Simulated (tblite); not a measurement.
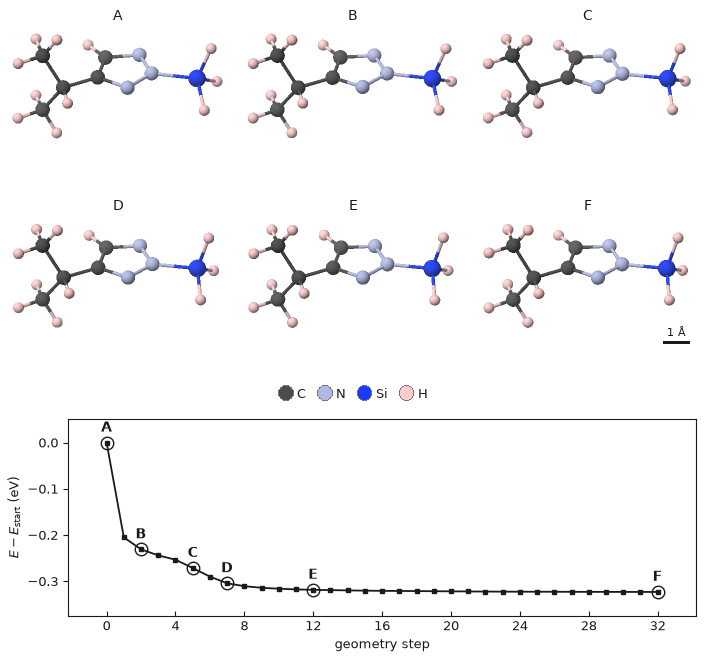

Frames of a relaxation of C₅H₁₁N₃Si, marked on the history of the run. A ball-and-stick model, seen at a tilt.

These are results of GFN2-xTB geometry optimisation, gas phase (tblite 0.8.0), not measurements. 

> Describe the path.

Over 32 geometry steps the energy falls by 0.323 eV. The largest move after the best rigid fit is that of an H atom, 0.19 Å. By element the largest moves are H 0.19 Å, N 0.07 Å, C 0.04 Å, Si 0.01 Å. Some distances before and after: H–Si 1.495 → 1.457 Å, N–N 1.361 → 1.326 Å, N–Si 1.793 → 1.759 Å, C–N 1.354 → 1.321 Å. Bond angles that change, for instance: H–Si–H 106.8° → 114.9°, N–Si–H 111.5° → 104.0°, N–Si–H 111.4° → 104.6°. From step 0 to 2: an N atom moves most (0.05 Å), energy −0.231 eV. From step 2 to 5: an H atom moves most (0.06 Å), energy −0.040 eV. From step 5 to 7: an H atom moves most (0.08 Å), energy −0.033 eV. From step 7 to 12: H atoms move most (0.03 Å), energy −0.014 eV. From step 12 to 32: an H atom moves most (0.04 Å), energy −0.005 eV.
